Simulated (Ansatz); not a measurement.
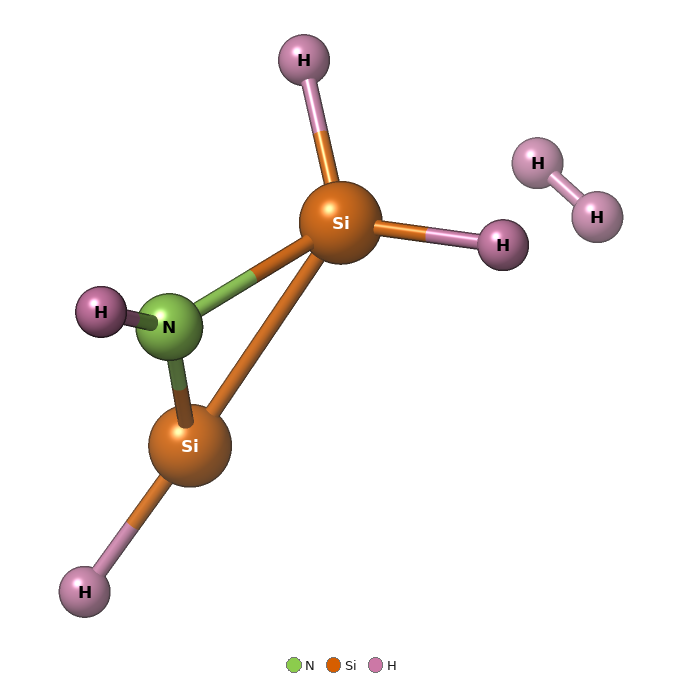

Depth is shown by fading: the farther an atom, the more it takes the colour of the background. Charge +1, singlet. Computed geometry: PBE0-D4/def2-TZVP optimisation. No frequency run is at hand to confirm it as a minimum.

Q: List the symmetry elements and name the point group.

A: It has 1 mirror plane, so the point group is Cs. The group has 2 operations. The geometry is achiral, and symmetry allows a dipole moment.
